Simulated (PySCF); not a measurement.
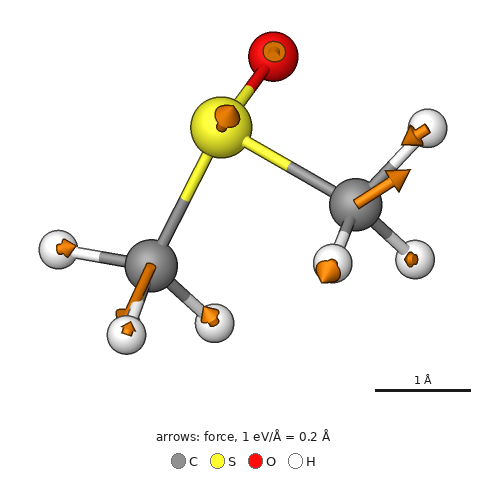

Starting geometry of C₂H₆OS with the computed forces as orange arrows. The picture is a ball-and-stick view, seen at a tilt.

The start comes from MMFF94s. Its atoms were then displaced at random by about 0.03 Å.

All numbers below come from PySCF, PBE0-D3(BJ)/def2-SVP geometry optimisation, gas phase. 

Is this structure relaxed? If not, where do the atoms go?

It isn't relaxed: the largest force vector, on a C atom, is 4.64 eV/Å. The final displacements follow the starting forces only in part (cosine between the two patterns 0.57). The energy falls by 11.1 kcal/mol in 6 geometry steps. An H atom moves most after the best rigid fit: 0.10 Å. By element the largest moves are H 0.10 Å, C 0.09 Å, O 0.08 Å, S 0.05 Å. Near-neighbour distances that change, for instance: C–S 1.710 → 1.814 Å, C–H 1.160 → 1.098 Å, C–H 1.049 → 1.100 Å, C–H 1.135 → 1.098 Å. Among the angles between lasting bonds that change: H–C–H 101.0° → 109.6°, H–C–H 103.9° → 111.6°, S–C–H 115.6° → 108.4°. The run took 27 s on 1 thread of Arm Neoverse N1, on a shared host.
